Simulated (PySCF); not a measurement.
# InN3H6 (In(NH2)3) at 6 levels

Aim: a comparison of 6 runs (HF/STO-3G, HF/3-21G, PBE0/STO-3G, SVWN5/3-21G, CAM-B3LYP/def2-SVP, PBE0/def2-SVP) of InN3H6 (In(NH2)3). 

The results are computed with PySCF 2.14.0.

## Step 1: Starting point

The species is InN3H6 (10 atoms), meant as a singlet with charge 0. As SMILES, `[NH2][In]([NH2])[NH2]`. The shape comes from GFN2-xTB, which is rough for such elements, and wasn't checked as a minimum.

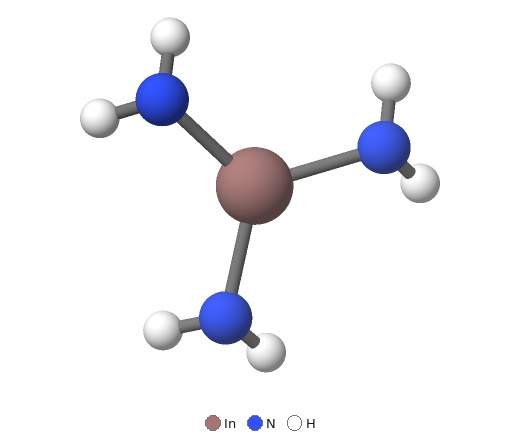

Viewed from a chosen angle; indium brown, nitrogen blue, hydrogen white.

## Step 2: Energy and forces at HF/STO-3G (run 1)

Input file input.py:

```python
import pyscf.grad
from pyscf import gto

molecule = gto.M(
    atom='''
In      -0.005250      -0.001690      -0.054590
N        2.031210       0.000040      -0.289830
H        2.467010      -0.834200       0.090210
H        2.477770       0.795990       0.154840
N       -1.023360       1.765990      -0.251620
H       -1.918090       1.763700       0.228440
H       -0.496110       2.556330       0.107080
N       -1.025140      -1.766210      -0.271850
H       -0.550200      -2.552010       0.161190
H       -1.957840      -1.727930       0.126110
''',
    spin=0,
    verbose=4,
    max_memory=1860,
    basis='sto-3g',
)

myscf = molecule.RHF()
myscf.conv_tol = 1e-10
myscf.kernel()
if not myscf.converged:
    myscf = myscf.newton().run(myscf.mo_coeff, myscf.mo_occ)

e_final = myscf.e_tot
print('E(%s) = %.9f' % ('HF', e_final))
grad = myscf.Gradients().kernel()
myscf.analyze()
```

Started as:

```console
$ OMP_NUM_THREADS=1 python input.py
```

The log of the run:

```text
PySCF version 2.14.0

[... 80 lines left out ...]
Two-electron Coulomb Energy =         2807.210870468037228
[... 8 lines left out ...]
MO #6   energy= -27.6963518394235  occ= 2
[... 6 lines left out ...]
MO #13  energy= -16.5761235790241  occ= 2
[... 6 lines left out ...]
MO #20  energy= -3.04453307433188  occ= 2
[... 6 lines left out ...]
MO #27  energy= -0.553989757151871 occ= 2
[... 6 lines left out ...]
MO #34  energy= -0.361899559110221 occ= 2
[... 6 lines left out ...]
MO #41  energy= 0.511970266046844  occ= 0
[... 6 lines left out ...]
MO #48  energy= 0.788089562771108  occ= 0
[... 61 lines left out ...]
Dipole moment(X, Y, Z, Debye):  0.06705, -0.00989,  4.34390
```

It took 4.5 s on 1 thread of Intel Xeon at 2.70GHz, shared host; peak memory 0.12 GiB.

## Step 3: Energy and forces at HF/3-21G (run 2)

Input file job.py:

```python
import pyscf.grad
from pyscf import gto, scf

system = gto.Mole()
system.atom = '''
In    -0.009921    -0.003194    -0.103160
N      3.838431     0.000076    -0.547699
H      4.661973    -1.576410     0.170472
H      4.682307     1.504203     0.292605
N     -1.933870     3.337237    -0.475493
H     -3.624665     3.332910     0.431689
H     -0.937512     4.830764     0.202352
N     -1.937234    -3.337653    -0.513722
H     -1.039727    -4.822600     0.304605
H     -3.699781    -3.265314     0.238313
'''
system.spin = 0
system.max_memory = 1860
system.unit = 'bohr'
system.basis = '3-21g'
system.verbose = 3
system.build()

mf = scf.RHF(system)
mf.conv_tol = 1e-10
mf.kernel()
if not mf.converged:
    mf = mf.newton().run(mf.mo_coeff, mf.mo_occ)

energy = mf.e_tot
print('Final energy', energy)
grad = mf.Gradients().kernel()
mf.analyze()
```

Started as:

```console
$ OMP_NUM_THREADS=1 python job.py
```

The log of the run:

```text
converged SCF energy = -5880.66298741928
[... 16 lines left out ...]
MO #7   energy= -25.0705203489772  occ= 2
[... 8 lines left out ...]
MO #16  energy= -15.4270586975378  occ= 2
[... 8 lines left out ...]
MO #25  energy= -1.07307895749251  occ= 2
[... 8 lines left out ...]
MO #34  energy= -0.452164484744971 occ= 2
[... 8 lines left out ...]
MO #43  energy= 0.296867370869438  occ= 0
[... 8 lines left out ...]
MO #52  energy= 0.519048785085394  occ= 0
[... 8 lines left out ...]
MO #61  energy= 1.52762750584698   occ= 0
[... 8 lines left out ...]
MO #70  energy= 2.59348553872869   occ= 0
[... 11 lines left out ...]
Dipole moment(X, Y, Z, Debye):  0.08726, -0.01143,  5.46810
```

Run time: 4.8 s. Hardware: 1 thread of Intel Xeon at 2.70GHz, shared host; peak memory 0.14 GiB.

Runs 3 to 4 aren't shown in full; the table further down has their settings and results.

## Step 4: Energy and gradient at CAM-B3LYP/def2-SVP (core potential) (run 5)

Input file job.py:

```python
from pyscf import gto, dft

system = gto.Mole()
system.atom = [
    ('In', (-0.005250, -0.001690, -0.054590)),
    ('N', (2.031210, 0.000040, -0.289830)),
    ('H', (2.467010, -0.834200, 0.090210)),
    ('H', (2.477770, 0.795990, 0.154840)),
    ('N', (-1.023360, 1.765990, -0.251620)),
    ('H', (-1.918090, 1.763700, 0.228440)),
    ('H', (-0.496110, 2.556330, 0.107080)),
    ('N', (-1.025140, -1.766210, -0.271850)),
    ('H', (-0.550200, -2.552010, 0.161190)),
    ('H', (-1.957840, -1.727930, 0.126110)),
]
system.max_memory = 1860
system.spin = 0
system.charge = 0
system.verbose = 4
system.ecp = {'In': 'def2-svp'}
system.basis = 'def2-svp'
system.build()

mf = dft.RKS(system)
mf.xc = 'cam-b3lyp'
mf.grids.level = 5
mf.conv_tol = 1e-10
mf.kernel()
if not mf.converged:
    mf = mf.newton().run(mf.mo_coeff, mf.mo_occ)

energy = mf.e_tot
print('E = %.10f Eh' % energy)
grad = mf.nuc_grad_method().kernel()
dip = mf.dip_moment()
pop, q = mf.mulliken_pop()
```

Started as:

```console
$ OMP_NUM_THREADS=1 python job.py
```

The log of the run:

```text
PySCF version 2.14.0

[... 80 lines left out ...]
converged SCF energy = -357.766365926725
[... 13 lines left out ...]
Dipole moment(X, Y, Z, Debye):  0.06164, -0.00675,  3.80316
[... 109 lines left out ...]
charge of    9H =      0.10560
```

Wall time 59 s (1 thread of Intel Xeon at 2.70GHz, shared host); peak memory 0.97 GiB.

## Step 5: Energy and forces at PBE0/def2-SVP (core potential) (run 6)

Input file start.xyz:

```xyz
10
H6InN3
In    -0.005250    -0.001690    -0.054590
N      2.031210     0.000040    -0.289830
H      2.467010    -0.834200     0.090210
H      2.477770     0.795990     0.154840
N     -1.023360     1.765990    -0.251620
H     -1.918090     1.763700     0.228440
H     -0.496110     2.556330     0.107080
N     -1.025140    -1.766210    -0.271850
H     -0.550200    -2.552010     0.161190
H     -1.957840    -1.727930     0.126110
```

Input file input.py:

```python
from pyscf import gto, dft

mol = gto.M(
    atom='start.xyz',
    spin=0,
    basis='def2-svp',
    verbose=4,
    max_memory=1860,
    charge=0,
    ecp={'In': 'def2-svp'},
)

mf = dft.RKS(mol)
mf.xc = 'pbe0'
mf.grids.level = 5
mf.conv_tol = 1e-10
mf.kernel()
if not mf.converged:
    mf = mf.newton().run(mf.mo_coeff, mf.mo_occ)

e_final = mf.e_tot
print('Final energy', e_final)
grad = mf.nuc_grad_method().kernel()
mf.analyze()
```

Started as:

```console
$ OMP_NUM_THREADS=1 python input.py
```

The log of the run:

```text
PySCF version 2.14.0

[... 80 lines left out ...]
Final energy -357.67532327253764
[... 27 lines left out ...]
MO #7   energy= -3.08586760225483  occ= 2
[... 12 lines left out ...]
MO #20  energy= -0.337535574665533 occ= 2
[... 12 lines left out ...]
MO #33  energy= 0.183087819983782  occ= 0
[... 12 lines left out ...]
MO #46  energy= 0.655541962008073  occ= 0
[... 12 lines left out ...]
MO #59  energy= 1.05433265433054   occ= 0
[... 12 lines left out ...]
MO #72  energy= 1.84357710949697   occ= 0
[... 12 lines left out ...]
MO #85  energy= 2.62434371270992   occ= 0
[... 12 lines left out ...]
MO #98  energy= 61.1977073907901   occ= 0
[... 111 lines left out ...]
Dipole moment(X, Y, Z, Debye):  0.06014, -0.00646,  3.69728
```

It took 41 s on 1 thread of Intel Xeon at 2.70GHz, shared host; peak memory 0.97 GiB.

## Step 6: The series

```
run                                level  integration grid  core potential   energy (Eh)  dipole moment (D)  HOMO energy (eV)  LUMO energy (eV)  wall time
  1                            HF/STO-3G                 –               –  -5847.612043               4.34             -7.14              6.58      4.5 s
  2                             HF/3-21G                 –               –  -5880.662987               5.47             -9.54              1.81      4.8 s
  3                          PBE0/STO-3G                 5               –  -5850.107709               3.70             -2.91              3.33       23 s
  4                          SVWN5/3-21G                 5               –  -5877.472413               4.13             -4.43             -1.43       13 s
  5  CAM-B3LYP/def2-SVP (core potential)                 5        def2-svp   -357.766366               3.80             -7.93              0.15       59 s
  6       PBE0/def2-SVP (core potential)                 5        def2-svp   -357.675323               3.70             -6.56             -0.75       41 s
```

## Step 7: Outcome

| quantity | value |
| --- | --- |
| run 6: total energy | -357.67532 Eh |
| run 6: dipole moment | 3.70 D |
| run 6: HOMO energy | -6.56 eV |
| run 6: LUMO energy | -0.75 eV |
| run 6: HOMO–LUMO gap | 5.81 eV |
| run 6: largest force on an atom | 0.284 eV/Å |

The dipole moment (its size) runs from 3.70 D (PBE0/def2-SVP) to 5.47 D (HF/3-21G). The two ends differ in method and basis and core potential. The HOMO–LUMO gap runs from 3.01 eV (SVWN5/3-21G) to 13.73 eV (HF/STO-3G). The two ends differ in method and basis. Totals of different functionals can't be ranked against each other. Some runs of one species differ in core potentials or relativity; totals across that change don't compare. In runs 1, 3 the basis is minimal, so the values are rough. In runs 1, 2, 3, 4 relativity is left out where basis or elements ask for it. All runs together took 2.4 min, the longest 59 s.
